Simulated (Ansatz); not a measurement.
WH7Cl: geometry relaxation

WH7Cl, computed with RKS B3LYP-D4/def2-SVP (Ansatz 0.2.0).

The input holds or restrains some coordinates. It belongs to a series of runs on one base structure; here: pulled along the bonds that form and break, towards end B. Figures and captions count atoms from 1; the log counts them from 0 in places.

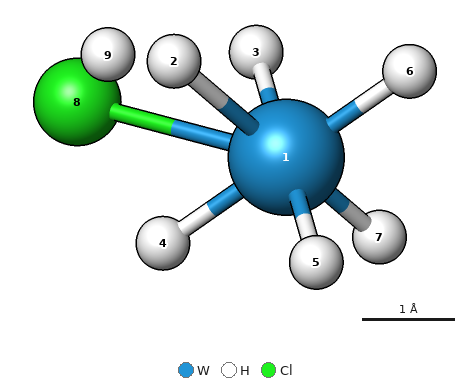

Fig. 1: The structure as given in the input (ball-and-stick view, seen at an oblique angle; atoms are numbered from 1 in the order of the input). Sticks mark near contacts. Bond lengths as drawn: Cl–W 2.69 Å and H–W 1.72 to 2.07 Å.

Input file
```yaml
crystal:
  periodic: [false, false, false]
  atoms:
    - { symbol: W, position_ang: [0.0, 0.0, 0.0] }
    - { symbol: H, position_ang: [0.0, 0.0, 2.07] }
    - { symbol: H, position_ang: [1.72, 0.0, 0.0] }
    - { symbol: H, position_ang: [0.0, 1.72, 0.0] }
    - { symbol: H, position_ang: [-1.72, 0.0, 0.0] }
    - { symbol: H, position_ang: [0.0, -1.72, 0.0] }
    - { symbol: H, position_ang: [0.0, 0.0, -1.72] }
    - { symbol: Cl, position_ang: [1.7678, 1.8416, 0.8482] }
    - { symbol: H, position_ang: [0.7133, 0.743, 2.0759] }
basis:
  gaussian: { orbitals: def2-SVP }
hamiltonian:
  xc: b3lyp
  dispersion: d4
relax:
  f_tol: 0.15
  max_steps: 25
  restrain:
    - { distance: [0, 7], at: 2.39, k: 30.0 }
    - { distance: [8, 1], at: 0.66, k: 30.0 }
    - { distance: [0, 1], at: 2.92, k: 30.0 }
    - { distance: [8, 7], at: 2.57, k: 30.0 }
```

Hardware: 1 thread of Intel Xeon @ 2.50GHz (Skylake/Cascade Lake), 32 GiB of memory available, shared host.

Launched with:
```bash
ansatz run input.yaml --threads 1 --pin off --max-ram 2048MiB --backend cpu --events-out ev --progress --plain --runs-dir out
```

The program's output
```
The last accepted step is kept in [file] (removed where the run ends without a failure and the disk answers)
Engine: ansatz 0.2.0, x86_64-unknown-linux-gnu
Functional definition: B3LYP
  parameter a0 = 0.2
  parameter ax = 0.72
  parameter ac = 0.81
  exchange = (1 - a0 - ax)*slater_x + ax*b88_x + a0*exact_x
  correlation = (1 - ac)*vwn_rpa_c + ac*lyp_c
922 factors; integrals over basis functions are off by at most 3.0e-4 eV
mean field evaluation 1: about -14448.7527 eV, gradient 2.2e1 eV
mean field evaluation 2: about -14433.3855 eV, gradient 7.1e1 eV
mean field evaluation 4: about -14450.2830 eV, gradient 5.9e0 eV
mean field evaluation 8: about -14450.4406 eV, gradient 7.5e-1 eV
mean field evaluation 16: about -14450.4474 eV, gradient 5.2e-2 eV
mean field evaluation 32: about -14450.4476 eV, gradient 1.6e-4 eV
mean field evaluation 64: about -14450.2036 eV, gradient 2.0e0 eV
mean field -14450.44755193 eV, -531.0441526682 hartree, gradient 8.7e-7 eV, S^2 0.000000; 7 other end points of the search recorded, 0 dependent functions left out
the calculation of the forces begins
reference -14450.44785147 eV, -531.0441636762 hartree; 19, 19 occupied and 66, 66 virtual orbitals, 922 factors
relax step   1: F+E_penalty+E_count = -14450.80049064 eV  Δ(F+E_penalty+E_count) = +0.000e0 eV  max|allowed force component| = 3.697e0 eV/Å  E_restraint = 19.89479529 eV  max|allowed force component, restraints' pulls added| = 2.652e1 eV/Å  Δτ_max = 0.0000 Å  (240 SCF iters, accepted)
  distance W 0 - Cl 7 = 2.6900 Å
  distance H 8 - H 1 = 1.0300 Å
  distance W 0 - H 1 = 2.0700 Å
  distance H 8 - Cl 7 = 1.9561 Å
these checks for a lower state are left out or cut short: starts, cluster_reference, orbital_swaps, neighbouring_geometries, increment
922 factors; integrals over basis functions are off by at most 2.9e-4 eV
mean field evaluation 96: about -14451.9047 eV, gradient 1.3e-5 eV
mean field -14451.90471038 eV, -531.0977022536 hartree, gradient 1.4e-5 eV, S^2 0.000000; 0 other end points of the search recorded, 0 dependent functions left out
[... from here on the field's lines of each further geometry are left out, up to the last ...]
relax step   2: F+E_penalty+E_count = -14452.22079005 eV  Δ(F+E_penalty+E_count) = -1.420e0 eV  max|allowed force component| = 2.973e0 eV/Å  E_restraint = 7.93072791 eV  max|allowed force component, restraints' pulls added| = 1.747e1 eV/Å  Δτ_max = 0.1948 Å  (71 SCF iters, accepted)
relax step   3: F+E_penalty+E_count = -14453.40235010 eV  Δ(F+E_penalty+E_count) = -1.182e0 eV  max|allowed force component| = 4.678e0 eV/Å  E_restraint = 2.25463597 eV  max|allowed force component, restraints' pulls added| = 8.596e0 eV/Å  Δτ_max = 0.1948 Å  (49 SCF iters, accepted)
relax step   4: F+E_penalty+E_count = -14455.45204657 eV  Δ(F+E_penalty+E_count) = -2.050e0 eV  max|allowed force component| = 2.807e0 eV/Å  E_restraint = 0.06843586 eV  max|allowed force component, restraints' pulls added| = 2.807e0 eV/Å  Δτ_max = 0.1949 Å  (38 SCF iters, accepted)
relax step   5: F+E_penalty+E_count = -14456.61459578 eV  Δ(F+E_penalty+E_count) = -1.163e0 eV  max|allowed force component| = 2.237e0 eV/Å  E_restraint = 0.05742933 eV  max|allowed force component, restraints' pulls added| = 2.936e0 eV/Å  Δτ_max = 0.1954 Å  (37 SCF iters, accepted)
relax step   6: F+E_penalty+E_count = -14457.22186999 eV  Δ(F+E_penalty+E_count) = -6.073e-1 eV  max|allowed force component| = 1.776e0 eV/Å  E_restraint = 0.05903827 eV  max|allowed force component, restraints' pulls added| = 2.072e0 eV/Å  Δτ_max = 0.1999 Å  (37 SCF iters, accepted)
relax step   7: F+E_penalty+E_count = -14457.37202284 eV  Δ(F+E_penalty+E_count) = -1.502e-1 eV  max|allowed force component| = 1.274e0 eV/Å  E_restraint = 0.06972979 eV  max|allowed force component, restraints' pulls added| = 1.087e0 eV/Å  Δτ_max = 0.1947 Å  (33 SCF iters, accepted)
relax step   8: F+E_penalty+E_count = -14457.45819619 eV  Δ(F+E_penalty+E_count) = -8.617e-2 eV  max|allowed force component| = 6.428e-1 eV/Å  E_restraint = 0.22765377 eV  max|allowed force component, restraints' pulls added| = 3.235e0 eV/Å  Δτ_max = 0.1678 Å  (32 SCF iters, rejected (line search))
relax step   9: F+E_penalty+E_count = -14457.43943806 eV  Δ(F+E_penalty+E_count) = -6.742e-2 eV  max|allowed force component| = 1.212e0 eV/Å  E_restraint = 0.06403598 eV  max|allowed force component, restraints' pulls added| = 2.201e-1 eV/Å  Δτ_max = 0.0838 Å  (32 SCF iters, accepted)
the calculation of the forces begins
reference -14457.14021316 eV, -531.2901034319 hartree; 19, 19 occupied and 66, 66 virtual orbitals, 922 factors
relax step  10: F+E_penalty+E_count = -14457.45547373 eV  Δ(F+E_penalty+E_count) = -1.604e-2 eV  max|allowed force component| = 1.138e0 eV/Å  E_restraint = 0.06114059 eV  max|allowed force component, restraints' pulls added| = 5.062e-2 eV/Å  Δτ_max = 0.0763 Å  (32 SCF iters, accepted)
  distance W 0 - Cl 7 = 2.3760 Å
  distance H 8 - H 1 = 0.7214 Å
  distance W 0 - H 1 = 2.9169 Å
  distance H 8 - Cl 7 = 2.5798 Å
922 factors; integrals over basis functions are off by at most 6.5e-4 eV
mean field evaluation 160: about -14457.1399 eV, gradient 2.4e-5 eV
```

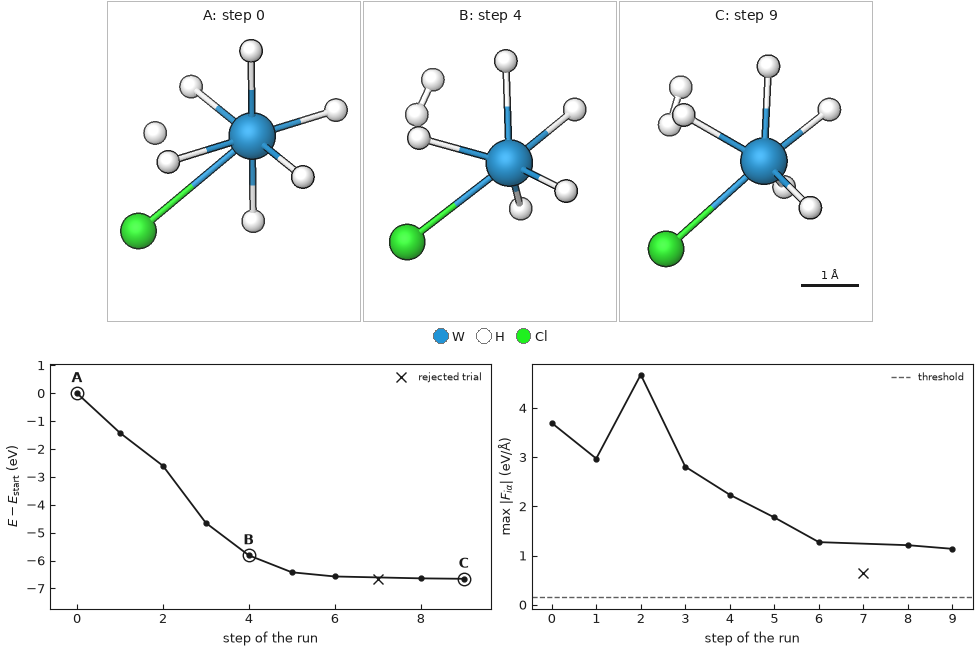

Fig. 2: Frames of the restrained relaxation (ball-and-stick view, seen at an oblique angle) above the curves, on which the letters mark them (the first geometry is step 0 here and step 1 in the log).

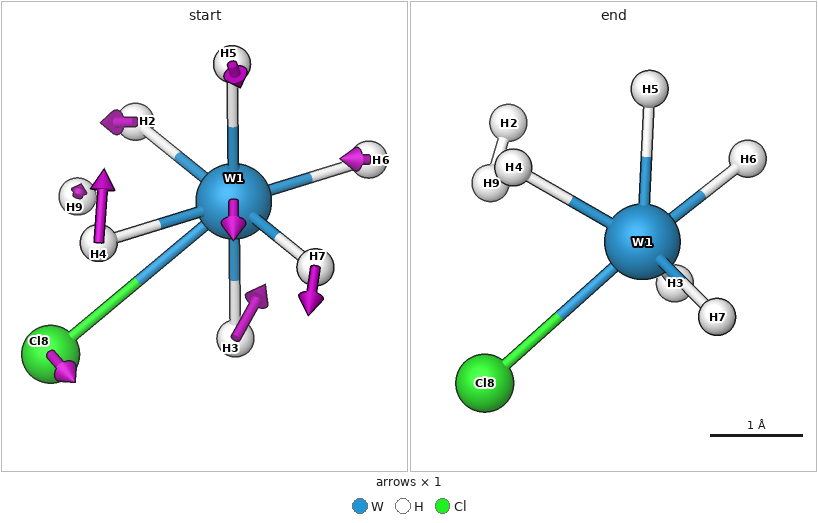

Fig. 3: Before (left) and after (right) the restrained relaxation, at one scale (ball-and-stick view, seen at an oblique angle). The pink arrows give the displacements, at true length. After 9 geometry steps the energy has fallen by 6.655 eV. The largest force component goes from 3.7 to 1.1 eV/Å. The line search rejected the trial step at point 7 (counted from 0) and went back. The largest move after the best rigid fit is that of H4, 0.83 Å. Largest moves by element: H 0.83 Å, Cl 0.59 Å, W 0.53 Å. Distances before and after: W1–H2 2.070 → 2.917 Å, W1–Cl8 2.690 → 2.376 Å, H2–H9 1.030 → 0.721 Å, W1–H3 1.720 → 1.667 Å. New bonds form: H2–H9 (1.03 → 0.72 Å). Bonds break: W1–H2 (2.07 → 2.92 Å). Among the angles that change: H3–W1–H5 180.0° → 115.2°, H3–W1–H4 90.0° → 121.5°, H4–W1–Cl8 46.8° → 76.0°. (Atoms are counted from 1 in the order of the input.)

```
mean field -14457.13992543 eV, -531.2900928582 hartree, gradient 2.4e-5 eV, S^2 0.000000; 1 other end points of the search recorded, 0 dependent functions left out
the calculation of the forces begins
reference -14457.14021316 eV, -531.2901034319 hartree; 19, 19 occupied and 66, 66 virtual orbitals, 922 factors
Total energy: -14457.45576146 eV, -531.3016996181 hartree
Atom 0 at     0.236246     0.245932    -0.399764 Å, force     0.312593     0.317564     0.216339 eV/Å
Atom 1 at     0.177197     0.200939     2.516153 Å, force    -1.137865    -1.098850     0.777104 eV/Å
Atom 2 at     1.411149    -0.631107     0.394180 Å, force    -0.028090     0.002821    -0.011386 eV/Å
Atom 3 at    -0.663921     1.407203     0.386366 Å, force     0.009645    -0.009493     0.000823 eV/Å
Atom 4 at    -1.359593    -0.122987     0.037002 Å, force    -0.019976    -0.015657    -0.024798 eV/Å
Atom 5 at    -0.111861    -1.355650     0.034075 Å, force    -0.002830    -0.018885    -0.019315 eV/Å
Atom 6 at     0.319008     0.326656    -2.116257 Å, force    -0.008960    -0.013159     0.050624 eV/Å
Atom 7 at     1.839324     1.873993     0.252286 Å, force    -0.134521    -0.134683    -0.345661 eV/Å
Atom 8 at     0.633551     0.639620     2.170059 Å, force     1.010004     0.970341    -0.643729 eV/Å
Dipole moment:    -0.175900    -0.176901    -0.118675 e Å
```

Trajectory as extended XYZ (Å, eV, eV/Å), 10 frames, from step=1 to step=10
```
9
Properties=species:S:1:pos:R:3:forces:R:3 step=1 energy=-14450.80049
W     0.0000    0.0000    0.0000    3.5280   3.6968   3.0893
H     0.0000    0.0000    2.0700    1.7208   1.8014   0.9556
H     1.7200    0.0000    0.0000    1.4574  -2.4668  -1.2464
H     0.0000    1.7200    0.0000   -2.2212   1.5114  -1.6776
H    -1.7200    0.0000    0.0000   -1.2423  -0.9540  -0.3360
H     0.0000   -1.7200    0.0000   -0.8346  -1.1254  -0.8447
H     0.0000    0.0000   -1.7200    0.1351   0.0755   0.1477
Cl    1.7678    1.8416    0.8482   -0.4039  -0.2895   0.1656
H     0.7133    0.7430    2.0759   -2.1393  -2.2493  -0.2536
9
Properties=species:S:1:pos:R:3:forces:R:3 step=2 energy=-14452.22079
W     0.0702    0.0735   -0.1072    2.9084   2.7006  -2.9726
H     0.0423    0.0442    2.2549    0.4387   0.4586  -0.0004
H     1.7401   -0.0254   -0.0144    1.1519  -2.7173   1.2513
H    -0.0229    1.7409   -0.0190   -2.8031   1.2902   1.0572
H    -1.7264   -0.0094   -0.0044    0.1701  -0.8670   1.4259
H    -0.0082   -1.7250   -0.0098   -0.9113   0.1682   1.2531
H     0.0020    0.0014   -1.7274    0.0180   0.0175  -1.6739
Cl    1.7791    1.8548    0.7559   -0.0055  -0.0305  -0.5546
H     0.6048    0.6298    2.1455   -0.9672  -1.0203   0.2141
9
Properties=species:S:1:pos:R:3:forces:R:3 step=3 energy=-14453.40235
W     0.1435    0.1446   -0.2731    1.1577   1.0950   0.7193
H     0.0520    0.0542    2.3572   -1.4918  -1.5518   0.3425
H     1.7543   -0.0607    0.0178    0.5100  -2.4140   1.4107
H    -0.0614    1.7566    0.0123   -2.5394   0.5243   1.3659
H    -1.7140   -0.0193    0.0251    1.5147  -0.3527   0.9656
H    -0.0198   -1.7137    0.0199   -0.3780   1.5152   0.9417
H     0.0008    0.0006   -1.7720   -0.1974  -0.2012  -4.6777
Cl    1.7858    1.8605    0.6681    0.2420   0.1575  -0.7606
H     0.5397    0.5618    2.2188    1.1823   1.2277  -0.3074
9
Properties=species:S:1:pos:R:3:forces:R:3 step=4 energy=-14455.45205
W     0.2225    0.2246   -0.3964   -0.2320  -0.1331   1.7000
H     0.0394    0.0427    2.4688   -2.3668  -2.4562   0.9279
H     1.7523   -0.2191    0.1180   -0.5956  -1.4481   0.6805
H    -0.2255    1.7535    0.1175   -1.5572  -0.6505   0.6437
H    -1.5715   -0.0213    0.0656    1.8167   0.0431   0.2279
H    -0.0213   -1.5695    0.0641    0.0577   1.8079   0.2271
H     0.0067    0.0064   -1.9465    0.0430   0.0391  -2.8074
Cl    1.7838    1.8520    0.5144    0.5976   0.4781  -0.6771
H     0.4947    0.5152    2.2686    2.2366   2.3196  -0.9227
9
Properties=species:S:1:pos:R:3:forces:R:3 step=5 energy=-14456.61460
W     0.2477    0.2549   -0.4554   -0.7165  -0.7129   2.2366
H     0.0448    0.0464    2.4805   -2.0359  -2.1189   0.9479
H     1.6878   -0.3711    0.2225   -1.0329  -0.5495  -0.0787
H    -0.3720    1.6964    0.2153   -0.7124  -1.0679  -0.0668
H    -1.4396   -0.0478    0.1276    1.4226   0.2159  -0.2570
H    -0.0417   -1.4369    0.1181    0.2000   1.4104  -0.2192
H     0.0778    0.0777   -2.0960    0.2151   0.2171  -1.1080
Cl    1.7783    1.8466    0.4087    0.7149   0.5813  -0.5742
H     0.4981    0.5185    2.2528    1.9450   2.0245  -0.8806
9
Properties=species:S:1:pos:R:3:forces:R:3 step=6 energy=-14457.22187
W     0.2245    0.2370   -0.4492    0.0101  -0.0961   1.7757
H     0.0351    0.1655    2.4783   -1.6419  -1.0384   0.7100
H     1.5576   -0.4909    0.2701   -0.4997  -0.2659  -0.0334
H    -0.5009    1.5596    0.2835   -0.3910  -0.5246  -0.0195
H    -1.3828   -0.0904    0.1264    0.6220   0.1173  -0.1972
H    -0.0507   -1.3765    0.1313    0.0490   0.6215  -0.2010
H     0.2076    0.2245   -2.1164    0.0601   0.0741  -0.8762
Cl    1.7877    1.8462    0.3335    0.2574   0.1941  -0.5563
H     0.6031    0.5096    2.2167    1.5340   0.9179  -0.6021
9
Properties=species:S:1:pos:R:3:forces:R:3 step=7 energy=-14457.37202
W     0.2271    0.2377   -0.4346    0.2578   0.2467   1.1642
H     0.0975    0.1848    2.4865   -1.2741  -0.9787   0.6660
H     1.4391   -0.6196    0.3467   -0.1316   0.1556  -0.0967
H    -0.6353    1.4378    0.3542    0.0905  -0.1461  -0.0949
H    -1.3832    0.0005    0.0913    0.2312  -0.3752  -0.1265
H     0.0301   -1.3737    0.0938   -0.4216   0.1778  -0.1168
H     0.2739    0.2886   -2.1251    0.0179   0.0238  -0.4266
Cl    1.8063    1.8523    0.2727    0.0725   0.0461  -0.4204
H     0.6256    0.5761    2.1887    1.1573   0.8499  -0.5484
9
Properties=species:S:1:pos:R:3:forces:R:3 step=8 energy=-14457.45820 accepted=F
W     0.2270    0.2393   -0.3996    0.6087   0.6428   0.3601
H     0.0503    0.2948    2.5076    0.3305   0.0040  -0.3693
H     1.4366   -0.6047    0.3723   -0.0141  -0.0293   0.0203
H    -0.6420    1.4190    0.3894   -0.0420  -0.0137  -0.0133
H    -1.3408   -0.1258    0.1012   -0.1648  -0.0351  -0.0519
H    -0.0789   -1.3369    0.1060   -0.0666  -0.1889  -0.0565
H     0.3247    0.3504   -2.1116   -0.0872  -0.0926  -0.0213
Cl    1.8301    1.8797    0.2397   -0.1471  -0.1317  -0.3731
H     0.6740    0.4688    2.0691   -0.4174  -0.1553   0.5049
9
Properties=species:S:1:pos:R:3:forces:R:3 step=9 energy=-14457.43944
W     0.2349    0.2454   -0.4135    0.2681   0.2436   0.5275
H     0.1197    0.1949    2.4978   -1.2121  -0.9753   0.7295
H     1.4388   -0.6123    0.3619   -0.0736   0.0355  -0.0071
H    -0.6409    1.4310    0.3667    0.0239  -0.0580  -0.0042
H    -1.3623   -0.0743    0.0781    0.1085  -0.1314  -0.0770
H    -0.0507   -1.3568    0.0797   -0.1474   0.0968  -0.0798
H     0.2877    0.3033   -2.1248    0.0073   0.0061  -0.0780
Cl    1.8314    1.8663    0.2694   -0.0730  -0.0663  -0.4007
H     0.6225    0.5873    2.1589    1.0984   0.8488  -0.6101
9
Properties=species:S:1:pos:R:3:forces:R:3 step=10 energy=-14457.45547
W     0.2362    0.2459   -0.3998    0.3126   0.3176   0.2163
H     0.1772    0.2009    2.5162   -1.1379  -1.0989   0.7771
H     1.4111   -0.6311    0.3942   -0.0281   0.0028  -0.0114
H    -0.6639    1.4072    0.3864    0.0096  -0.0095   0.0008
H    -1.3596   -0.1230    0.0370   -0.0200  -0.0157  -0.0248
H    -0.1119   -1.3557    0.0341   -0.0028  -0.0189  -0.0193
H     0.3190    0.3267   -2.1163   -0.0090  -0.0132   0.0506
Cl    1.8393    1.8740    0.2523   -0.1345  -0.1347  -0.3457
H     0.6336    0.6396    2.1701    1.0100   0.9703  -0.6437
```

Key numbers

```tsv
quantity	value
outcome	converged under the restraints of the input
total energy	−14457.4558 eV
mean-field energy	−14457.1402 eV
largest force (length of the vector) at the end, held atoms and coordinates included	1.762 eV/Å
wall time	76 s
peak memory	0.2 GiB
```
